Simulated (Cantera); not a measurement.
Input: 1 mol Si, 0.0077 mol H2O, 66 mol N2, at 6.40e-6 bar.

Method: chemical equilibrium by Gibbs-energy minimisation in Cantera with the NASA 1993 tables (ideal gas, pure condensed phases). Candidate condensed phases: H2O, Si, SiO2, Si2N2O, Si3N4; 35 gas species. N2 is the only nitrogen source here; it is nearly inert below about 1500 K, so the nitride shown seldom forms there in practice. The tables' values for SiN are old estimates; treat these amounts as uncertain. Rates play no part.

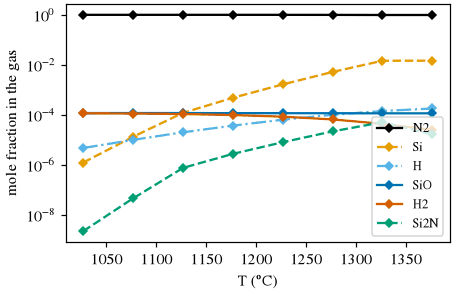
Equilibrium gas composition (values under 1e-9 drawn at 1e-9)

Task: Read off the mole fractions at 1377 °C.

Result: N2 about 0.98, Si about 0.015, H about 0.00018, SiO about 0.00011, H2 about 2.5e-5, Si2N about 1.6e-5.
